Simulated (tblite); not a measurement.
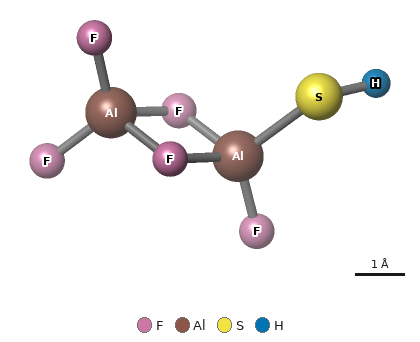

*The starting structure (ball-and-stick view, seen at a tilt). Sticks mark near contacts.*

Bond lengths as drawn: Al–F 1.74 to 1.83 Å, Al–S 2.23 Å and H–S 1.37 Å.

Al₂HSF₅: geometry relaxation

- system: Al₂HSF₅, SMILES [F][Al-]1([F])[F+][Al-]([F])([SH])[F+]1
- method: GFN2-xTB geometry optimisation, gas phase (tblite 0.8.0)

Output:
```
step      E/eV     max force
  0    -816.46513    2.847
  1    -816.85065    1.834
  2    -817.07481    1.795
  3    -817.14618    0.846
  4    -817.20835    0.765
  5    -817.29346    0.826
  6    -817.33467    0.808
  7    -817.42042    0.704
  8    -817.45123    0.749
  9    -817.49160    0.493
 10    -817.50362    0.327
 11    -817.51411    0.273
 12    -817.52474    0.348
 13    -817.53457    0.308
 14    -817.54125    0.271
 15    -817.54630    0.211
 16    -817.55191    0.241
 17    -817.55598    0.224
 18    -817.55834    0.131
 19    -817.55968    0.091
 20    -817.56042    0.087
 21    -817.56097    0.077
 22    -817.56146    0.082
 23    -817.56187    0.072
 24    -817.56219    0.054
 25    -817.56245    0.052
 26    -817.56280    0.058
 27    -817.56335    0.088
 28    -817.56406    0.093
 29    -817.56472    0.067
 30    -817.56514    0.058
 31    -817.56540    0.052
 32    -817.56578    0.066
 33    -817.56647    0.085
 34    -817.56773    0.101
 35    -817.56941    0.123
 36    -817.57057    0.130
 37    -817.57096    0.117
 38    -817.57211    0.065
 39    -817.57234    0.049
 40    -817.57276    0.054
 41    -817.57301    0.066
 42    -817.57377    0.080
 43    -817.57445    0.089
 44    -817.57504    0.065
 45    -817.57538    0.053
 46    -817.57566    0.055
 47    -817.57600    0.048
 48    -817.57644    0.058
 49    -817.57684    0.068
 50    -817.57704    0.050
 51    -817.57713    0.099
 52    -817.57740    0.048
 53    -817.57765    0.032
 54    -817.57815    0.050
 55    -817.57863    0.062
 56    -817.57906    0.050
 57    -817.57938    0.044
 58    -817.57966    0.044
 59    -817.57998    0.057
 60    -817.58036    0.056
 61    -817.58058    0.042
 62    -817.58067    0.066
 63    -817.58090    0.022
 64    -817.58099    0.019
 65    -817.58104    0.027
 66    -817.58106    0.025
 67    -817.58110    0.019
 68    -817.58115    0.018
 69    -817.58122    0.026
 70    -817.58130    0.023
 71    -817.58133    0.016
 72    -817.58134    0.012
 73    -817.58136    0.015
 74    -817.58139    0.023
 75    -817.58144    0.033
 76    -817.58151    0.032
 77    -817.58159    0.021
 78    -817.58162    0.010
 79    -817.58163    0.008
```

Trajectory as extended XYZ (Å, eV, eV/Å), 28 frames, from step=0 to step=79:
```
9
Properties=species:S:1:pos:R:3:forces:R:3 step=0 energy=-816.46513
F    -2.2991   -2.1294   -0.4305    2.4030   0.0040   0.1680
Al   -0.5642   -2.2765   -0.3166   -1.1580  -1.9540  -0.1390
F     0.1758   -3.8739   -0.3378   -0.9140   2.4140   0.0490
F     0.3227   -1.0757   -1.3401   -0.2130  -0.4970   0.0590
Al    1.0276    0.0011   -0.0659    2.3320   1.6330  -0.0420
F     2.7741   -0.1007    0.0632   -2.1350  -0.2000  -0.1800
S     0.0994    2.0261    0.0115   -0.3950  -0.0300   0.2370
F     0.1438   -1.2001    0.9860   -0.2040  -0.1250  -0.3130
H     0.4987    3.1386   -0.6909    0.2830  -1.2430   0.1610
9
Properties=species:S:1:pos:R:3:forces:R:3 step=3 energy=-817.14618
F    -2.2039   -2.1276   -0.4238    0.0610   0.1210   0.0080
Al   -0.5944   -2.3285   -0.3188    0.4750   0.6330   0.1190
F     0.1417   -3.7788   -0.3357    0.0670   0.1190   0.0160
F     0.3119   -1.1017   -1.3277   -0.0570  -0.1990   0.2080
Al    1.0903    0.0764   -0.0738   -0.3910   0.4360  -0.1920
F     2.7062   -0.1162    0.0562    0.0410  -0.2780  -0.0470
S     0.0733    2.0193    0.0269   -0.5140  -0.0880   0.2700
F     0.1352   -1.2053    0.9596   -0.0360   0.0230  -0.3940
H     0.5184    3.0719   -0.6842    0.3540  -0.7680   0.0130
9
Properties=species:S:1:pos:R:3:forces:R:3 step=6 energy=-817.33467
F    -2.1654   -2.1066   -0.4205    0.0450   0.1610   0.0140
Al   -0.5492   -2.2656   -0.3026   -0.1950  -0.3880   0.0290
F     0.1458   -3.7369   -0.3322    0.0970   0.0770   0.0330
F     0.3086   -1.1263   -1.3094    0.3560   0.4880  -0.5380
Al    1.0609    0.1507   -0.1022    0.4030  -0.4720   0.0330
F     2.6849   -0.1606    0.0453   -0.6640  -0.0250  -0.1620
S    -0.0153    2.0107    0.0717   -0.4580   0.1630   0.1190
F     0.1312   -1.1956    0.9097    0.1890   0.4160   0.4680
H     0.5773    2.9398   -0.6811    0.2260  -0.4190   0.0030
9
Properties=species:S:1:pos:R:3:forces:R:3 step=9 energy=-817.49160
F    -2.1330   -2.0563   -0.4155    0.0780   0.1550   0.0210
Al   -0.5193   -2.2316   -0.2861    0.0910   0.1090  -0.1200
F     0.1761   -3.7001   -0.3228    0.1090   0.0690   0.0490
F     0.3561   -1.0794   -1.3623   -0.0200   0.0810   0.0810
Al    1.0218    0.1738   -0.1217   -0.4540   0.0000   0.1920
F     2.6057   -0.2162    0.0100   -0.0360   0.0180  -0.1240
S    -0.1453    2.0099    0.1167    0.2970  -0.2930  -0.2440
F     0.1559   -1.1257    0.9269   -0.0170  -0.0440   0.0430
H     0.6607    2.7352   -0.6664   -0.0470  -0.0940   0.1030
9
Properties=species:S:1:pos:R:3:forces:R:3 step=12 energy=-817.52474
F    -2.1146   -2.0192   -0.4116    0.1400   0.1360   0.0090
Al   -0.5000   -2.2119   -0.2968    0.0690   0.0300  -0.0930
F     0.2009   -3.6807   -0.3134    0.0620   0.1590   0.0340
F     0.3691   -1.0517   -1.3735   -0.1620  -0.1120   0.1280
Al    0.9712    0.1658   -0.1027    0.2250  -0.2410   0.1110
F     2.5648   -0.2279   -0.0183   -0.1680   0.0840  -0.0940
S    -0.1592    1.9808    0.1034   -0.1680   0.0690  -0.0120
F     0.1615   -1.1091    0.9439   -0.1140  -0.2190  -0.0200
H     0.6851    2.6634   -0.6523    0.1170   0.0930  -0.0620
9
Properties=species:S:1:pos:R:3:forces:R:3 step=15 energy=-817.54630
F    -2.0918   -1.9825   -0.4091   -0.0900   0.1130  -0.0300
Al   -0.4865   -2.2016   -0.3168   -0.1000  -0.1190   0.0240
F     0.2246   -3.6564   -0.3043    0.1440  -0.0710   0.0040
F     0.3527   -1.0524   -1.3619   -0.0290  -0.0170  -0.1250
Al    0.9533    0.1392   -0.0722   -0.0650   0.1040   0.0710
F     2.5416   -0.2211   -0.0441    0.2060  -0.0310  -0.0380
S    -0.1671    1.9670    0.0835   -0.1070   0.1160  -0.0380
F     0.1490   -1.1342    0.9536   -0.0090  -0.0890   0.1210
H     0.7031    2.6514   -0.6500    0.0500  -0.0070   0.0110
9
Properties=species:S:1:pos:R:3:forces:R:3 step=18 energy=-817.55834
F    -2.0891   -1.9428   -0.4115   -0.0700   0.0330  -0.0280
Al   -0.4896   -2.2110   -0.3267   -0.0280  -0.0340   0.0380
F     0.2591   -3.6488   -0.2977    0.0560  -0.0420  -0.0100
F     0.3387   -1.0533   -1.3695   -0.0190  -0.0100   0.0490
Al    0.9413    0.1309   -0.0428    0.0110   0.1300   0.0030
F     2.5420   -0.2187   -0.0669   -0.0640   0.0200   0.0050
S    -0.1865    1.9732    0.0649    0.0720  -0.0410  -0.0630
F     0.1411   -1.1607    0.9750    0.0550  -0.0010  -0.0530
H     0.7218    2.6408   -0.6461   -0.0120  -0.0570   0.0600
9
Properties=species:S:1:pos:R:3:forces:R:3 step=21 energy=-817.56097
F    -2.0912   -1.9298   -0.4144    0.0120  -0.0060  -0.0120
Al   -0.4913   -2.2139   -0.3242   -0.0180  -0.0210   0.0080
F     0.2716   -3.6474   -0.2970   -0.0050   0.0140  -0.0060
F     0.3353   -1.0533   -1.3667   -0.0230   0.0050   0.0550
Al    0.9374    0.1414   -0.0391   -0.0110  -0.0710  -0.0290
F     2.5333   -0.2193   -0.0722   -0.0030   0.0290   0.0140
S    -0.1933    1.9719    0.0587   -0.0400   0.0230  -0.0080
F     0.1463   -1.1626    0.9732    0.0450   0.0100  -0.0290
H     0.7306    2.6226   -0.6394    0.0440   0.0170   0.0070
9
Properties=species:S:1:pos:R:3:forces:R:3 step=24 energy=-817.56219
F    -2.0933   -1.9257   -0.4180   -0.0010  -0.0210   0.0010
Al   -0.4961   -2.2198   -0.3217    0.0030   0.0090   0.0150
F     0.2769   -3.6472   -0.2980   -0.0140  -0.0090  -0.0020
F     0.3285   -1.0544   -1.3569   -0.0070   0.0100  -0.0380
Al    0.9347    0.1390   -0.0405   -0.0430   0.0140  -0.0300
F     2.5317   -0.2130   -0.0716    0.0260   0.0240   0.0100
S    -0.1962    1.9735    0.0517   -0.0030  -0.0120  -0.0160
F     0.1544   -1.1658    0.9685    0.0050  -0.0220   0.0430
H     0.7381    2.6231   -0.6348    0.0330   0.0080   0.0170
9
Properties=species:S:1:pos:R:3:forces:R:3 step=27 energy=-817.56335
F    -2.0968   -1.9293   -0.4210    0.0110  -0.0210   0.0150
Al   -0.5001   -2.2242   -0.3157    0.0350   0.0300   0.0130
F     0.2765   -3.6503   -0.2999   -0.0240   0.0030   0.0000
F     0.3213   -1.0530   -1.3554   -0.0160  -0.0220  -0.0270
Al    0.9285    0.1361   -0.0497    0.0750   0.0330  -0.0040
F     2.5331   -0.2005   -0.0673   -0.0810   0.0350   0.0000
S    -0.1978    1.9744    0.0417    0.0290   0.0070  -0.0420
F     0.1638   -1.1719    0.9725   -0.0280  -0.0380  -0.0010
H     0.7501    2.6283   -0.6267   -0.0020  -0.0280   0.0460
9
Properties=species:S:1:pos:R:3:forces:R:3 step=30 energy=-817.56514
F    -2.0958   -1.9325   -0.4228    0.0120  -0.0150   0.0350
Al   -0.4993   -2.2241   -0.3043    0.0060  -0.0100  -0.0150
F     0.2760   -3.6504   -0.3018   -0.0140  -0.0100   0.0020
F     0.3078   -1.0519   -1.3577    0.0090  -0.0130   0.0000
Al    0.9179    0.1382   -0.0643    0.0040  -0.0140   0.0320
F     2.5231   -0.1781   -0.0641    0.0070   0.0070  -0.0110
S    -0.2048    1.9747    0.0192   -0.0130   0.0380  -0.0280
F     0.1762   -1.1856    0.9793   -0.0190   0.0250  -0.0480
H     0.7777    2.6192   -0.6047    0.0080  -0.0080   0.0350
9
Properties=species:S:1:pos:R:3:forces:R:3 step=33 energy=-817.56647
F    -2.0921   -1.9345   -0.4163   -0.0330  -0.0100   0.0390
Al   -0.4967   -2.2255   -0.3004   -0.0170  -0.0320  -0.0610
F     0.2757   -3.6516   -0.3022    0.0110  -0.0500   0.0040
F     0.2998   -1.0536   -1.3594    0.0310   0.0050  -0.0100
Al    0.9083    0.1404   -0.0671   -0.0750   0.0390   0.0060
F     2.5145   -0.1613   -0.0664    0.0540  -0.0020  -0.0060
S    -0.2156    1.9802   -0.0038   -0.0190  -0.0480   0.0020
F     0.1814   -1.1898    0.9744   -0.0020   0.0530   0.0220
H     0.8035    2.6052   -0.5801    0.0510   0.0460   0.0040
9
Properties=species:S:1:pos:R:3:forces:R:3 step=36 energy=-817.57057
F    -2.0963   -1.9714   -0.3788   -0.0440   0.0160   0.0310
Al   -0.4963   -2.2460   -0.3010   -0.0020   0.0050  -0.0880
F     0.2564   -3.6825   -0.3066    0.0430  -0.0190   0.0050
F     0.2822   -1.0639   -1.3686    0.0240  -0.0400   0.0250
Al    0.8828    0.1485   -0.0789    0.0270   0.0880  -0.0760
F     2.5045   -0.0919   -0.0630   -0.0800  -0.0110  -0.0010
S    -0.2281    2.0004   -0.0901   -0.0400  -0.1200   0.0330
F     0.1937   -1.1891    0.9553   -0.0170   0.0050   0.0810
H     0.8800    2.6055   -0.4896    0.0900   0.0760  -0.0100
9
Properties=species:S:1:pos:R:3:forces:R:3 step=39 energy=-817.57234
F    -2.0985   -1.9741   -0.3710    0.0040   0.0090   0.0150
Al   -0.4960   -2.2485   -0.3084   -0.0070  -0.0010   0.0080
F     0.2569   -3.6868   -0.3063    0.0200   0.0270  -0.0060
F     0.2834   -1.0675   -1.3692    0.0250  -0.0300   0.0080
Al    0.8806    0.1524   -0.0814    0.0030  -0.0290  -0.0390
F     2.5001   -0.0864   -0.0641   -0.0160  -0.0230  -0.0030
S    -0.2279    1.9981   -0.0991   -0.0230   0.0160   0.0040
F     0.1914   -1.1873    0.9575   -0.0200   0.0010  -0.0030
H     0.8886    2.6096   -0.4793    0.0140   0.0310   0.0170
9
Properties=species:S:1:pos:R:3:forces:R:3 step=42 energy=-817.57377
F    -2.1008   -1.9792   -0.3561   -0.0040   0.0110  -0.0140
Al   -0.4978   -2.2519   -0.3120   -0.0040   0.0100   0.0790
F     0.2598   -3.6867   -0.3087    0.0270  -0.0030  -0.0120
F     0.2950   -1.0816   -1.3701    0.0060  -0.0010  -0.0400
Al    0.8791    0.1513   -0.0939   -0.0490   0.0260   0.0050
F     2.4971   -0.0895   -0.0650    0.0140  -0.0230  -0.0090
S    -0.2282    2.0028   -0.1061    0.0740  -0.0090  -0.0290
F     0.1800   -1.1814    0.9535   -0.0100   0.0090  -0.0200
H     0.8945    2.6258   -0.4629   -0.0540  -0.0190   0.0400
9
Properties=species:S:1:pos:R:3:forces:R:3 step=45 energy=-817.57538
F    -2.1030   -1.9797   -0.3423    0.0180   0.0010  -0.0170
Al   -0.4996   -2.2555   -0.3002    0.0180   0.0000  -0.0090
F     0.2710   -3.6840   -0.3134    0.0020   0.0010   0.0030
F     0.3041   -1.0962   -1.3766   -0.0510  -0.0050   0.0110
Al    0.8662    0.1515   -0.1133    0.0400  -0.0060  -0.0120
F     2.4852   -0.0888   -0.0684   -0.0120  -0.0130  -0.0040
S    -0.2277    2.0080   -0.1288    0.0200   0.0060  -0.0210
F     0.1725   -1.1770    0.9489   -0.0050   0.0320   0.0190
H     0.9100    2.6313   -0.4271   -0.0300  -0.0160   0.0300
9
Properties=species:S:1:pos:R:3:forces:R:3 step=48 energy=-817.57644
F    -2.1009   -1.9845   -0.3334    0.0080  -0.0080  -0.0020
Al   -0.4979   -2.2620   -0.2906    0.0030   0.0010  -0.0340
F     0.2767   -3.6878   -0.3164    0.0030  -0.0010   0.0190
F     0.2902   -1.1047   -1.3798   -0.0250   0.0150   0.0170
Al    0.8542    0.1523   -0.1292    0.0030  -0.0090  -0.0320
F     2.4731   -0.0713   -0.0711    0.0480  -0.0320   0.0000
S    -0.2262    2.0138   -0.1712   -0.0300   0.0130  -0.0050
F     0.1747   -1.1730    0.9476   -0.0080   0.0190   0.0190
H     0.9350    2.6268   -0.3772   -0.0020   0.0020   0.0170
9
Properties=species:S:1:pos:R:3:forces:R:3 step=51 energy=-817.57713
F    -2.0972   -1.9920   -0.3226   -0.0180  -0.0120  -0.0050
Al   -0.4939   -2.2649   -0.2848   -0.0110   0.0020   0.0340
F     0.2841   -3.6887   -0.3169    0.0090   0.0040   0.0300
F     0.2825   -1.1158   -1.3837    0.0140   0.0580  -0.0220
Al    0.8510    0.1548   -0.1561   -0.0030   0.0130   0.0180
F     2.4692   -0.0785   -0.0743    0.0060  -0.0210  -0.0160
S    -0.2266    2.0209   -0.2009   -0.0640  -0.0750  -0.0060
F     0.1649   -1.1531    0.9463   -0.0030  -0.0250  -0.0380
H     0.9449    2.6268   -0.3282    0.0700   0.0570   0.0050
9
Properties=species:S:1:pos:R:3:forces:R:3 step=54 energy=-817.57815
F    -2.0990   -1.9926   -0.3238   -0.0030  -0.0170  -0.0090
Al   -0.4953   -2.2651   -0.2835    0.0030   0.0110  -0.0100
F     0.2870   -3.6874   -0.3116   -0.0030   0.0220   0.0220
F     0.2817   -1.1084   -1.3847   -0.0150   0.0010   0.0030
Al    0.8526    0.1545   -0.1555    0.0490  -0.0060   0.0050
F     2.4717   -0.0836   -0.0770   -0.0330  -0.0140  -0.0080
S    -0.2290    2.0165   -0.2038    0.0390   0.0150  -0.0110
F     0.1634   -1.1560    0.9439    0.0090  -0.0050  -0.0080
H     0.9456    2.6316   -0.3252   -0.0460  -0.0080   0.0170
9
Properties=species:S:1:pos:R:3:forces:R:3 step=57 energy=-817.57938
F    -2.0997   -2.0012   -0.3265   -0.0160  -0.0240  -0.0140
Al   -0.4950   -2.2640   -0.2781   -0.0090   0.0230  -0.0140
F     0.2981   -3.6807   -0.2975   -0.0030   0.0280   0.0130
F     0.2699   -1.1009   -1.3871   -0.0020  -0.0410  -0.0160
Al    0.8655    0.1530   -0.1724    0.0000  -0.0010   0.0250
F     2.4788   -0.1125   -0.0847   -0.0140  -0.0090  -0.0070
S    -0.2263    2.0090   -0.2224    0.0190   0.0200  -0.0030
F     0.1513   -1.1444    0.9396    0.0430   0.0060   0.0050
H     0.9362    2.6512   -0.2921   -0.0180  -0.0020   0.0120
9
Properties=species:S:1:pos:R:3:forces:R:3 step=60 energy=-817.58036
F    -2.1034   -2.0176   -0.3247   -0.0200  -0.0150  -0.0020
Al   -0.4962   -2.2619   -0.2727   -0.0200   0.0070  -0.0170
F     0.3076   -3.6723   -0.2859    0.0050   0.0140   0.0230
F     0.2583   -1.1095   -1.3946    0.0220   0.0060  -0.0080
Al    0.8706    0.1519   -0.1889   -0.0540   0.0120  -0.0010
F     2.4781   -0.1323   -0.0926    0.0410  -0.0130  -0.0050
S    -0.2181    2.0098   -0.2550   -0.0240   0.0010   0.0000
F     0.1480   -1.1284    0.9343    0.0260  -0.0130   0.0050
H     0.9339    2.6698   -0.2412    0.0230   0.0020   0.0050
9
Properties=species:S:1:pos:R:3:forces:R:3 step=63 energy=-817.58090
F    -2.1074   -2.0237   -0.3273   -0.0060  -0.0050   0.0030
Al   -0.4986   -2.2581   -0.2739   -0.0020   0.0000  -0.0190
F     0.3121   -3.6645   -0.2765    0.0010   0.0060   0.0190
F     0.2563   -1.1095   -1.3990    0.0070   0.0100   0.0140
Al    0.8700    0.1524   -0.1895    0.0100  -0.0030  -0.0200
F     2.4778   -0.1422   -0.0980   -0.0050   0.0070  -0.0050
S    -0.2183    2.0102   -0.2636   -0.0130   0.0070   0.0050
F     0.1535   -1.1261    0.9330   -0.0050  -0.0180   0.0000
H     0.9334    2.6712   -0.2266    0.0130  -0.0040   0.0030
9
Properties=species:S:1:pos:R:3:forces:R:3 step=66 energy=-817.58106
F    -2.1087   -2.0243   -0.3286    0.0000  -0.0010  -0.0030
Al   -0.4996   -2.2570   -0.2762   -0.0010  -0.0030   0.0010
F     0.3112   -3.6632   -0.2735    0.0030  -0.0010   0.0090
F     0.2574   -1.1069   -1.3981   -0.0010   0.0010  -0.0010
Al    0.8692    0.1533   -0.1890    0.0010  -0.0010  -0.0040
F     2.4772   -0.1398   -0.0982   -0.0020   0.0090  -0.0060
S    -0.2206    2.0110   -0.2610    0.0220   0.0100   0.0070
F     0.1568   -1.1306    0.9331   -0.0080  -0.0010  -0.0050
H     0.9358    2.6671   -0.2297   -0.0130  -0.0120   0.0030
9
Properties=species:S:1:pos:R:3:forces:R:3 step=69 energy=-817.58122
F    -2.1108   -2.0324   -0.3273    0.0020   0.0020  -0.0060
Al   -0.5006   -2.2572   -0.2749   -0.0040  -0.0100   0.0100
F     0.3157   -3.6601   -0.2643    0.0040  -0.0060   0.0030
F     0.2529   -1.1091   -1.4014   -0.0020   0.0030  -0.0100
Al    0.8679    0.1542   -0.1997   -0.0260   0.0050   0.0020
F     2.4745   -0.1402   -0.1038    0.0210   0.0050  -0.0050
S    -0.2164    2.0154   -0.2749    0.0050  -0.0110   0.0070
F     0.1553   -1.1267    0.9290   -0.0080   0.0100  -0.0020
H     0.9401    2.6657   -0.2040    0.0070   0.0020   0.0010
9
Properties=species:S:1:pos:R:3:forces:R:3 step=72 energy=-817.58134
F    -2.1110   -2.0375   -0.3249   -0.0010  -0.0030  -0.0070
Al   -0.5005   -2.2601   -0.2717    0.0000   0.0000   0.0020
F     0.3210   -3.6600   -0.2578    0.0010   0.0000   0.0030
F     0.2480   -1.1121   -1.4051   -0.0020  -0.0050  -0.0010
Al    0.8637    0.1546   -0.2105    0.0000  -0.0020   0.0020
F     2.4715   -0.1363   -0.1096    0.0000   0.0040  -0.0050
S    -0.2112    2.0201   -0.2897   -0.0070  -0.0050   0.0070
F     0.1507   -1.1209    0.9253   -0.0020   0.0060   0.0010
H     0.9465    2.6617   -0.1773    0.0110   0.0050  -0.0010
9
Properties=species:S:1:pos:R:3:forces:R:3 step=75 energy=-817.58144
F    -2.1108   -2.0350   -0.3291    0.0020  -0.0050  -0.0050
Al   -0.5008   -2.2605   -0.2726    0.0040   0.0040  -0.0080
F     0.3205   -3.6607   -0.2566   -0.0030   0.0050   0.0040
F     0.2502   -1.1116   -1.4047   -0.0060  -0.0130   0.0090
Al    0.8624    0.1539   -0.2062    0.0320  -0.0070  -0.0030
F     2.4725   -0.1319   -0.1118   -0.0260   0.0040  -0.0050
S    -0.2130    2.0186   -0.2776    0.0000   0.0120   0.0060
F     0.1492   -1.1215    0.9260   -0.0020  -0.0020   0.0040
H     0.9485    2.6582   -0.1886   -0.0010   0.0010  -0.0010
9
Properties=species:S:1:pos:R:3:forces:R:3 step=78 energy=-817.58162
F    -2.1137   -2.0409   -0.3411    0.0040  -0.0030  -0.0040
Al   -0.5032   -2.2597   -0.2741    0.0030  -0.0020   0.0010
F     0.3245   -3.6558   -0.2415   -0.0030  -0.0020  -0.0010
F     0.2499   -1.1144   -1.4065    0.0000  -0.0010   0.0050
Al    0.8640    0.1526   -0.2082   -0.0010   0.0050   0.0020
F     2.4740   -0.1303   -0.1233   -0.0040  -0.0050  -0.0050
S    -0.2115    2.0184   -0.2610    0.0040   0.0090  -0.0010
F     0.1434   -1.1176    0.9238    0.0000  -0.0030   0.0040
H     0.9516    2.6573   -0.1895   -0.0030   0.0010  -0.0010
9
Properties=species:S:1:pos:R:3:forces:R:3 step=79 energy=-817.58163
F    -2.1138   -2.0415   -0.3415    0.0030  -0.0030  -0.0040
Al   -0.5033   -2.2596   -0.2739    0.0020  -0.0020   0.0030
F     0.3248   -3.6553   -0.2407   -0.0020  -0.0040  -0.0010
F     0.2494   -1.1147   -1.4066    0.0020   0.0020   0.0040
Al    0.8642    0.1527   -0.2088   -0.0050   0.0050   0.0020
F     2.4740   -0.1312   -0.1239   -0.0010  -0.0050  -0.0050
S    -0.2113    2.0186   -0.2616    0.0010   0.0060  -0.0010
F     0.1433   -1.1172    0.9237   -0.0010  -0.0020   0.0030
H     0.9514    2.6578   -0.1880    0.0010   0.0020   0.0000
```

This output came from the following input.

The input:
```
{"job": {"kind": "relax", "xc": "GFN2-xTB", "basis": "xTB"}, "charge": 0, "multiplicity": 1}
F     -2.299055    -2.129368    -0.430502
Al    -0.564173    -2.276524    -0.316646
F      0.175781    -3.873916    -0.337840
F      0.322675    -1.075699    -1.340107
Al     1.027598     0.001119    -0.065943
F      2.774102    -0.100661     0.063151
S      0.099375     2.026147     0.011467
F      0.143787    -1.200133     0.986017
H      0.498651     3.138585    -0.690880
```

The first line tells a small driver script what to run in tblite; the rest is the geometry in Å.

Launched with:
```bash
OMP_NUM_THREADS=1 python <driver script> task.json out
```

Results in brief:

| quantity | value |
| --- | --- |
| outcome | converged |
| total energy | −817.5816 eV |
| hardware | 1 CPU thread, shared host |
| wall time | 1.4 s |
| peak memory | 0.17 GiB |
